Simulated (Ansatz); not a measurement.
# Molecular dynamics, with input and output: TaN$_{3}$H$_{6}$O

System: TaN$_{3}$H$_{6}$O, SMILES [NH2][Ta]([NH2])([NH2])=[O].
Method: RKS revPBE-d4/def2-SVP (Ansatz 0.2.0).

The geometry comes from this level: PBE0-D4/def2-TZVP. Figures and captions count atoms from 1; the log counts them from 0 in places.

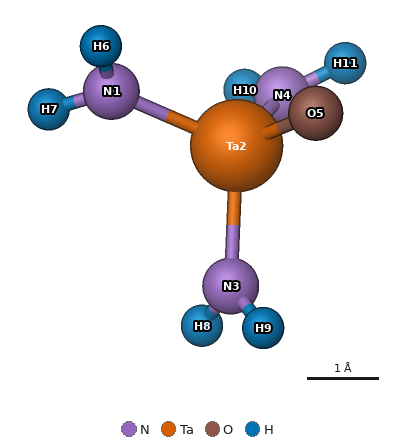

Fig. 1: The structure as given in the input (ball-and-stick view, seen at a tilt; atoms are numbered from 1 in the order of the input). Sticks mark near contacts.

The input:
```yaml
crystal:
  periodic: [false, false, false]
  atoms:
    - {symbol: N, position_ang: [-1.068877, 1.541664, 0.275060]}
    - {symbol: Ta, position_ang: [0.377868, 0.175438, 0.148964]}
    - {symbol: N, position_ang: [-0.040548, -1.403876, 1.291852]}
    - {symbol: N, position_ang: [0.662707, -0.378928, -1.744990]}
    - {symbol: O, position_ang: [1.836273, 0.883730, 0.725543]}
    - {symbol: H, position_ang: [-0.907858, 2.505604, 0.525967]}
    - {symbol: H, position_ang: [-2.060748, 1.370433, 0.202875]}
    - {symbol: H, position_ang: [-0.709443, -2.130734, 1.085458]}
    - {symbol: H, position_ang: [0.473226, -1.642066, 2.126934]}
    - {symbol: H, position_ang: [-0.054361, -0.635530, -2.407040]}
    - {symbol: H, position_ang: [1.557361, -0.342736, -2.210123]}
basis:
  gaussian: {orbitals: def2-SVP}
hamiltonian: {xc: {name: revPBE}, dispersion: d4}
md: {timestep: 0.5 fs, n_steps: 20, ensemble: nvt_nose_hoover, temperature: 1000, initial_velocities: maxwell_boltzmann, seed: 505}
```

Launch command:
```bash
ansatz run in.yaml --threads 4 --pin off --events-out ev --progress --plain --max-ram 10444MiB
```

Log:
```
Functional definition: revPBE
  name "revPBE"
  cite "Zhang & Yang, Phys. Rev. Lett. 80, 890 (1998) doi:10.1103/PhysRevLett.80.890"
  cite "Perdew, Burke & Ernzerhof, Phys. Rev. Lett. 77, 3865 (1996) doi:10.1103/PhysRevLett.77.3865"
  parameter kappa = 1.245
  parameter beta = 0.06672455060314922
  exchange = pbe_x(kappa = kappa, mu = beta*pi^2/3)
  correlation = pbe_c(beta = beta)
1311 factors; their error is unknown
mean field evaluation 1: about -8137.6420 eV, gradient 1.2e2 eV
mean field evaluation 2: about -7919.8685 eV, gradient 3.0e2 eV
mean field evaluation 4: about -8162.9978 eV, gradient 4.1e1 eV
mean field evaluation 8: about -8166.1752 eV, gradient 6.5e-1 eV
mean field evaluation 16: about -8166.1149 eV, gradient 9.3e-4 eV
mean field -8166.11490179 eV, -300.0991874494 hartree, gradient 6.5e-5 eV, S^2 0.000000; 0 other end points of the search recorded, 0 dependent functions left out
the calculation of the forces begins
reference -8166.11498459 eV, -300.0991904922 hartree; 24, 24 occupied and 94, 94 virtual orbitals, 1311 factors
md step     0: t =     0.00 fs  T =  1000.0 K  F+E_penalty+E_count = -8166.70675266 eV  E_kin = 1.163340 eV  conserved = -8165.54341267 eV  (30 SCF iters)
these checks for a lower state are left out or cut short: starts, cluster_reference, orbital_swaps, neighbouring_geometries, increment
1311 factors; their error is unknown
mean field -8166.06111924 eV, -300.0972109771 hartree, gradient 1.8e-5 eV, S^2 0.000000; 0 other end points of the search recorded, 0 dependent functions left out
[... from here on the field's lines of each further geometry are left out, up to the last ...]
md step     1: t =     0.50 fs  T =   954.6 K  F+E_penalty+E_count = -8166.65207412 eV  E_kin = 1.110519 eV  conserved = -8165.54155560 eV  (30 SCF iters, 3 dispersion substeps)
md step     2: t =     1.00 fs  T =   829.8 K  F+E_penalty+E_count = -8166.50160496 eV  E_kin = 0.965391 eV  conserved = -8165.53621708 eV  (31 SCF iters, 3 dispersion substeps)
md step     3: t =     1.50 fs  T =   692.9 K  F+E_penalty+E_count = -8166.33670681 eV  E_kin = 0.806109 eV  conserved = -8165.53061085 eV  (30 SCF iters, 3 dispersion substeps)
md step     4: t =     2.00 fs  T =   612.9 K  F+E_penalty+E_count = -8166.24161267 eV  E_kin = 0.713041 eV  conserved = -8165.52860546 eV  (31 SCF iters, 3 dispersion substeps)
md step     5: t =     2.50 fs  T =   615.9 K  F+E_penalty+E_count = -8166.24728043 eV  E_kin = 0.716498 eV  conserved = -8165.53084853 eV  (32 SCF iters, 3 dispersion substeps)
md step     6: t =     3.00 fs  T =   676.6 K  F+E_penalty+E_count = -8166.32129540 eV  E_kin = 0.787058 eV  conserved = -8165.53435201 eV  (31 SCF iters, 3 dispersion substeps)
md step     7: t =     3.50 fs  T =   750.2 K  F+E_penalty+E_count = -8166.40903050 eV  E_kin = 0.872746 eV  conserved = -8165.53646633 eV  (32 SCF iters, 3 dispersion substeps)
md step     8: t =     4.00 fs  T =   805.1 K  F+E_penalty+E_count = -8166.47329699 eV  E_kin = 0.936576 eV  conserved = -8165.53698682 eV  (32 SCF iters, 3 dispersion substeps)
md step     9: t =     4.50 fs  T =   828.8 K  F+E_penalty+E_count = -8166.50076896 eV  E_kin = 0.964204 eV  conserved = -8165.53692835 eV  (32 SCF iters, 3 dispersion substeps)
md step    10: t =     5.00 fs  T =   818.9 K  F+E_penalty+E_count = -8166.48918575 eV  E_kin = 0.952672 eV  conserved = -8165.53698464 eV  (31 SCF iters, 3 dispersion substeps)
md step    11: t =     5.50 fs  T =   774.6 K  F+E_penalty+E_count = -8166.43755006 eV  E_kin = 0.901134 eV  conserved = -8165.53699918 eV  (33 SCF iters, 3 dispersion substeps)
md step    12: t =     6.00 fs  T =   698.6 K  F+E_penalty+E_count = -8166.34818414 eV  E_kin = 0.812694 eV  conserved = -8165.53618688 eV  (32 SCF iters, 3 dispersion substeps)
md step    13: t =     6.50 fs  T =   605.5 K  F+E_penalty+E_count = -8166.23748477 eV  E_kin = 0.704378 eV  conserved = -8165.53391461 eV  (32 SCF iters, 3 dispersion substeps)
md step    14: t =     7.00 fs  T =   527.4 K  F+E_penalty+E_count = -8166.14345117 eV  E_kin = 0.613576 eV  conserved = -8165.53079401 eV  (33 SCF iters, 3 dispersion substeps)
md step    15: t =     7.50 fs  T =   504.3 K  F+E_penalty+E_count = -8166.11460169 eV  E_kin = 0.586663 eV  conserved = -8165.52897116 eV  (33 SCF iters, 3 dispersion substeps)
md step    16: t =     8.00 fs  T =   557.6 K  F+E_penalty+E_count = -8166.17791962 eV  E_kin = 0.648638 eV  conserved = -8165.53044758 eV  (33 SCF iters, 3 dispersion substeps)
md step    17: t =     8.50 fs  T =   667.9 K  F+E_penalty+E_count = -8166.31050176 eV  E_kin = 0.776984 eV  conserved = -8165.53485326 eV  (31 SCF iters, 3 dispersion substeps)
md step    18: t =     9.00 fs  T =   780.0 K  F+E_penalty+E_count = -8166.44548268 eV  E_kin = 0.907394 eV  conserved = -8165.53963843 eV  (33 SCF iters, 3 dispersion substeps)
md step    19: t =     9.50 fs  T =   833.2 K  F+E_penalty+E_count = -8166.50978790 eV  E_kin = 0.969315 eV  conserved = -8165.54227142 eV  (31 SCF iters, 3 dispersion substeps)
the calculation of the forces begins
reference -8165.89099506 eV, -300.0909590286 hartree; 24, 24 occupied and 94, 94 virtual orbitals, 1311 factors
1311 factors; their error is unknown
mean field evaluation 192: about -8164.2249 eV, gradient 2.6e1 eV
mean field -8165.89091261 eV, -300.0909559988 hartree, gradient 2.1e-5 eV, S^2 0.000000; 1 other end points of the search recorded, 0 dependent functions left out
the calculation of the forces begins
reference -8165.89099506 eV, -300.0909590286 hartree; 24, 24 occupied and 94, 94 virtual orbitals, 1311 factors
md step    20: t =    10.00 fs  T =   794.1 K  F+E_penalty+E_count = -8166.46324653 eV  E_kin = 0.923763 eV  conserved = -8165.54154192 eV  (33 SCF iters, 3 dispersion substeps)
```

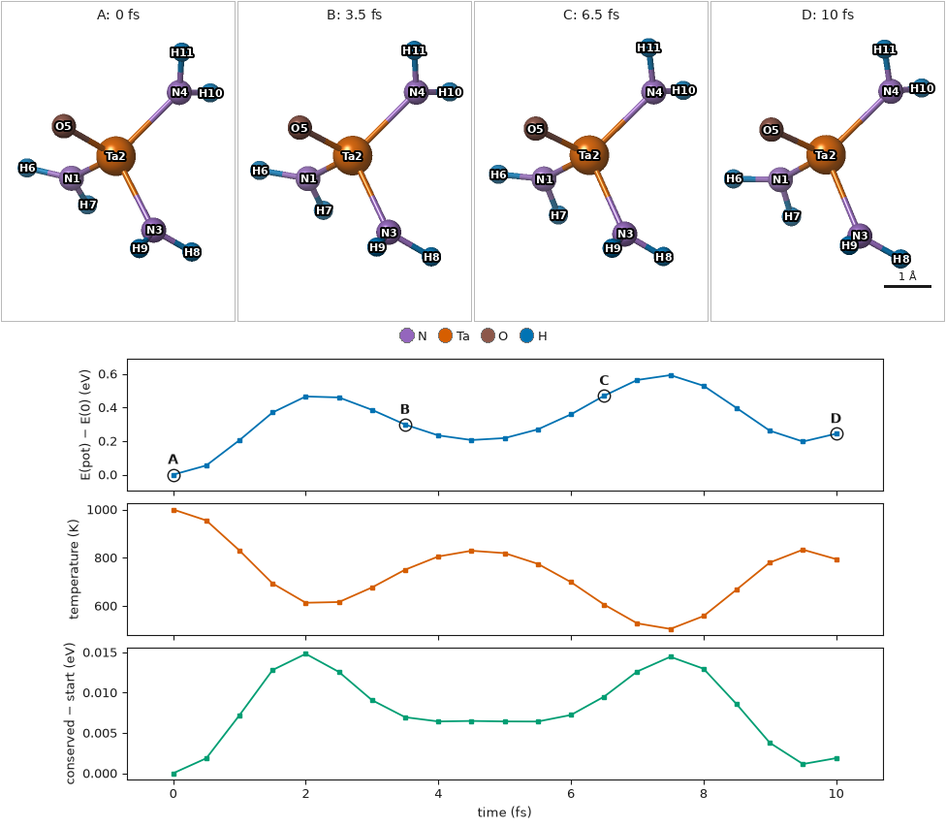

Fig. 2: Frames of the molecular dynamics (ball-and-stick, seen at a tilt) above the curves, on which the letters mark them. The trajectory kept here has 21 frames over 10 fs. The temperature starts at 1000 K, ranges from 504 to 1000 K and averages 687 K over the second half. The potential energy ends 0.244 eV above its first value. The conserved quantity stays within 0.015 eV. After an unweighted best fit of the last frame on the first, the root-mean-square displacement is 0.14 Å.

```
Total energy: -8166.46332897 eV, -300.1119919120 hartree
Atom 0 at    -1.081723     1.531170     0.321669 Å, force     1.063822     0.478841     0.071571 eV/Å
Atom 1 at     0.384194     0.177144     0.125124 Å, force    -0.712765    -1.374537     1.624184 eV/Å
Atom 2 at    -0.107460    -1.385623     1.423943 Å, force    -0.503005     0.658130    -1.808495 eV/Å
Atom 3 at     0.668761    -0.402524    -1.777384 Å, force    -1.216561    -0.143882     0.171298 eV/Å
Atom 4 at     1.817121     0.884467     0.822232 Å, force     0.070131     0.048968    -0.411414 eV/Å
Atom 5 at    -0.883791     2.395158     0.841330 Å, force     0.096052     0.113416    -0.148076 eV/Å
Atom 6 at    -2.020792     1.287231     0.564780 Å, force    -1.235764    -0.413560     0.034340 eV/Å
Atom 7 at    -0.654096    -2.250903     1.281152 Å, force    -0.122330     0.420077    -0.337703 eV/Å
Atom 8 at     0.566936    -1.659190     2.104254 Å, force     1.085125    -0.060275     1.154051 eV/Å
Atom 9 at    -0.023807    -0.618356    -2.515459 Å, force     0.124168     0.062768     0.385917 eV/Å
Atom 10 at     1.506280    -0.126856    -2.240130 Å, force     1.351128     0.210055    -0.735673 eV/Å
Dipole moment:    -0.560889    -0.301849    -0.284132 e Å
```

Trajectory as extended XYZ (Å, eV, eV/Å), 9 of the 21 frames kept, from step=0 to step=20:
```
11
Properties=species:S:1:pos:R:3:forces:R:3 step=0 time_fs=0.0 energy=-8166.70675 temperature=1000.0
N    -1.0689    1.5417    0.2751    0.3533  -0.3026  -0.0966
Ta    0.3779    0.1754    0.1490   -0.7261  -0.3521  -0.2882
N    -0.0405   -1.4039    1.2919    0.0580   0.4124  -0.2279
N     0.6627   -0.3789   -1.7450   -0.0492   0.0657   0.4680
O     1.8363    0.8837    0.7255    1.0309   0.5005   0.4082
H    -0.9079    2.5056    0.5260    0.0430   0.6983   0.1702
H    -2.0607    1.3704    0.2029   -0.7077  -0.0755  -0.0369
H    -0.7094   -2.1307    1.0855   -0.4550  -0.5376  -0.1080
H     0.4732   -1.6421    2.1269    0.3207  -0.2265   0.6037
H    -0.0544   -0.6355   -2.4070   -0.4726  -0.1810  -0.5017
H     1.5574   -0.3427   -2.2101    0.6047  -0.0016  -0.3907
11
Properties=species:S:1:pos:R:3:forces:R:3 step=2 time_fs=1.0 energy=-8166.50161 temperature=829.8
N    -1.0710    1.5383    0.2788    1.2437   0.9924   0.2532
Ta    0.3788    0.1759    0.1465   -0.9471  -0.6058  -0.1248
N    -0.0441   -1.4007    1.3092   -2.9351  -0.0998  -3.4267
N     0.6657   -0.3808   -1.7461   -2.1279  -0.4654  -0.4328
O     1.8316    0.8824    0.7346    1.1074   0.5407   0.3959
H    -0.8886    2.5215    0.5669   -0.2831  -0.5883  -0.1939
H    -2.0504    1.3530    0.2410   -1.2735  -0.0761  -0.0249
H    -0.7304   -2.1794    1.1022    0.8159   0.9738   0.2030
H     0.4590   -1.6357    2.0803    2.1322  -1.0358   3.3603
H    -0.0879   -0.6460   -2.4433    1.0374   0.3439   0.8255
H     1.5479   -0.3140   -2.1992    1.2301   0.0204  -0.8348
11
Properties=species:S:1:pos:R:3:forces:R:3 step=5 time_fs=2.5 energy=-8166.24728 temperature=615.9
N    -1.0726    1.5347    0.2849    1.1778   1.8792   0.5574
Ta    0.3800    0.1764    0.1428   -1.1568  -0.9160   0.1451
N    -0.0534   -1.3962    1.3305   -3.9443  -0.8173  -3.9617
N     0.6673   -0.3843   -1.7485   -2.7182  -0.7486  -1.3800
O     1.8259    0.8811    0.7485    1.1549   0.5694   0.3484
H    -0.8656    2.5326    0.6240   -0.6266  -1.6403  -0.5786
H    -2.0570    1.3258    0.2981   -0.8611   0.1030   0.0502
H    -0.7457   -2.2329    1.1313    1.5945   2.0455   0.3588
H     0.4777   -1.6455    2.0723    2.4601  -1.1485   3.5434
H    -0.1175   -0.6548   -2.4811    2.0535   0.6847   1.6961
H     1.5551   -0.2704   -2.1977    0.8662  -0.0111  -0.7792
11
Properties=species:S:1:pos:R:3:forces:R:3 step=8 time_fs=4.0 energy=-8166.47330 temperature=805.1
N    -1.0725    1.5338    0.2917   -0.0426   1.3923   0.5896
Ta    0.3811    0.1769    0.1391   -1.1960  -1.1534   0.4389
N    -0.0683   -1.3929    1.3463   -0.8950  -1.7574  -0.2277
N     0.6649   -0.3888   -1.7530   -1.1082  -0.4105  -1.7848
O     1.8218    0.8805    0.7630    1.1004   0.5580   0.2587
H    -0.8556    2.5103    0.6692   -0.6651  -1.4418  -0.5776
H    -2.0806    1.3010    0.3560    0.4230   0.4032   0.0086
H    -0.7283   -2.2443    1.1677    1.3064   1.8402   0.2250
H     0.5438   -1.6774    2.1336   -0.2516   0.2003  -0.2621
H    -0.1050   -0.6495   -2.4841    1.8047   0.5944   1.4516
H     1.5793   -0.2274   -2.2120   -0.4761  -0.2251  -0.1203
11
Properties=species:S:1:pos:R:3:forces:R:3 step=10 time_fs=5.0 energy=-8166.48919 temperature=818.9
N    -1.0723    1.5345    0.2968   -0.8188   0.4815   0.4083
Ta    0.3818    0.1771    0.1366   -1.1503  -1.2809   0.6462
N    -0.0793   -1.3922    1.3562    1.0950  -1.3648   1.3790
N     0.6622   -0.3923   -1.7574    0.4581   0.0799  -1.3065
O     1.8198    0.8805    0.7728    0.9980   0.5215   0.1719
H    -0.8569    2.4779    0.6925   -0.5018  -0.6620  -0.3072
H    -2.0932    1.2889    0.3947    1.0718   0.5294  -0.0868
H    -0.7007   -2.2296    1.1948    0.5735   0.9642   0.0039
H     0.5889   -1.6983    2.1770   -1.4818   0.8229  -1.7990
H    -0.0747   -0.6388   -2.4685    0.9132   0.2926   0.6256
H     1.5917   -0.2012   -2.2240   -1.1568  -0.3842   0.2647
11
Properties=species:S:1:pos:R:3:forces:R:3 step=12 time_fs=6.0 energy=-8166.34818 temperature=698.6
N    -1.0727    1.5355    0.3022   -1.3117  -0.7095   0.0220
Ta    0.3823    0.1773    0.1342   -1.0768  -1.3812   0.8530
N    -0.0896   -1.3923    1.3670    2.8379  -0.0175   2.1615
N     0.6598   -0.3956   -1.7628    2.2176   0.7145  -0.0312
O     1.8185    0.8809    0.7828    0.8495   0.4594   0.0671
H    -0.8628    2.4395    0.7129   -0.2068   0.5000   0.1743
H    -2.0958    1.2818    0.4327    1.3175   0.5386  -0.1885
H    -0.6679   -2.2061    1.2219   -0.5688  -0.5416  -0.3116
H     0.6204   -1.7115    2.2037   -2.0456   1.1277  -2.4218
H    -0.0361   -0.6254   -2.4473   -0.5958  -0.2074  -0.7941
H     1.5933   -0.1785   -2.2335   -1.4170  -0.4830   0.4693
11
Properties=species:S:1:pos:R:3:forces:R:3 step=15 time_fs=7.5 energy=-8166.11460 temperature=504.3
N    -1.0750    1.5359    0.3101   -1.2075  -1.9044  -0.5908
Ta    0.3831    0.1774    0.1307   -0.9480  -1.4600   1.1517
N    -0.1011   -1.3922    1.3861    4.3382   2.1361   2.2411
N     0.6594   -0.3996   -1.7704    3.7069   1.3401   2.0237
O     1.8174    0.8819    0.7977    0.5704   0.3255  -0.1099
H    -0.8745    2.3940    0.7483    0.2314   1.8724   0.8419
H    -2.0770    1.2803    0.4860    0.8455   0.3094  -0.2553
H    -0.6323   -2.1855    1.2560   -1.9992  -2.5543  -0.7208
H     0.6308   -1.7110    2.2007   -2.0366   1.1963  -2.2995
H     0.0063   -0.6106   -2.4343   -2.5613  -0.8322  -2.6453
H     1.5712   -0.1531   -2.2395   -0.9397  -0.4290   0.3632
11
Properties=species:S:1:pos:R:3:forces:R:3 step=18 time_fs=9.0 energy=-8166.44548 temperature=780.0
N    -1.0790    1.5336    0.3173    0.0939  -0.8614  -0.4125
Ta    0.3838    0.1773    0.1273   -0.8090  -1.4352   1.4395
N    -0.1063   -1.3891    1.4084    2.4334   1.5215   0.5407
N     0.6642   -0.4017   -1.7754    1.1815   0.6183   1.3307
O     1.8171    0.8834    0.8126    0.2680   0.1630  -0.2923
H    -0.8819    2.3853    0.8001    0.2493   1.2180   0.5079
H    -2.0413    1.2851    0.5343   -0.4328  -0.1394  -0.1193
H    -0.6357   -2.2140    1.2756   -1.2234  -1.3113  -0.6043
H     0.5992   -1.6855    2.1501   -0.8138   0.7291  -0.8599
H    -0.0005   -0.6118   -2.4723   -1.3763  -0.4239  -1.2794
H     1.5304   -0.1365   -2.2386    0.4293  -0.0788  -0.2512
11
Properties=species:S:1:pos:R:3:forces:R:3 step=20 time_fs=10.0 energy=-8166.46325 temperature=794.1
N    -1.0817    1.5312    0.3217    1.0638   0.4788   0.0716
Ta    0.3842    0.1771    0.1251   -0.7128  -1.3745   1.6242
N    -0.1075   -1.3856    1.4239   -0.5030   0.6581  -1.8085
N     0.6688   -0.4025   -1.7774   -1.2166  -0.1439   0.1713
O     1.8171    0.8845    0.8222    0.0701   0.0490  -0.4114
H    -0.8838    2.3952    0.8413    0.0961   0.1134  -0.1481
H    -2.0208    1.2872    0.5648   -1.2358  -0.4136   0.0343
H    -0.6541   -2.2509    1.2812   -0.1223   0.4201  -0.3377
H     0.5669   -1.6592    2.1043    1.0851  -0.0603   1.1541
H    -0.0238   -0.6184   -2.5155    0.1242   0.0628   0.3859
H     1.5063   -0.1269   -2.2401    1.3511   0.2101  -0.7357
```

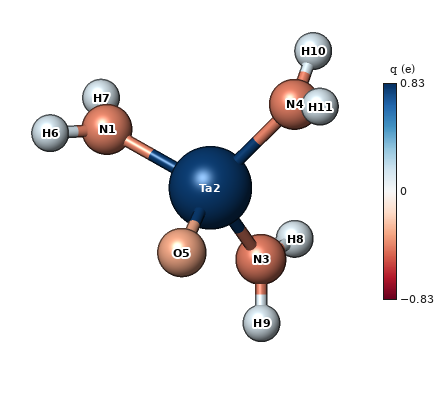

Fig. 3: Mulliken charges, as the colour of each atom (ball-and-stick view, seen at a tilt; atoms are numbered from 1 in the order of the input). By element: N −0.42 to −0.41, Ta +0.79, O −0.31 and H +0.12 to +0.14 e.

Key numbers:

```tsv
quantity	value
outcome	finished
mean temperature over the second half	687 K
trajectory	20 steps, 10 fs
ensemble	nvt_nose_hoover
temperature in the input	1000 K
time step	0.5 fs
potential energy (last step)	−8166.4633 eV
mean-field energy (last step)	−8165.8910 eV
dispersion energy (last step)	−0.5723 eV
SCF solution under orbital rotations (last step)	stable
largest force (length of the vector) (last step)	2.244 eV/Å
dipole moment (last step)	3.35 D
hardware	4 threads of Arm Neoverse V1, 23 GiB of memory available, shared host
wall time	30 s (CPU time 1.8 min)
peak memory	0.18 GiB
```

Remarks:

So short a trajectory is not equilibrated. The temperature stays far from the 1000 K of the thermostat over the second half: the run isn't equilibrated.
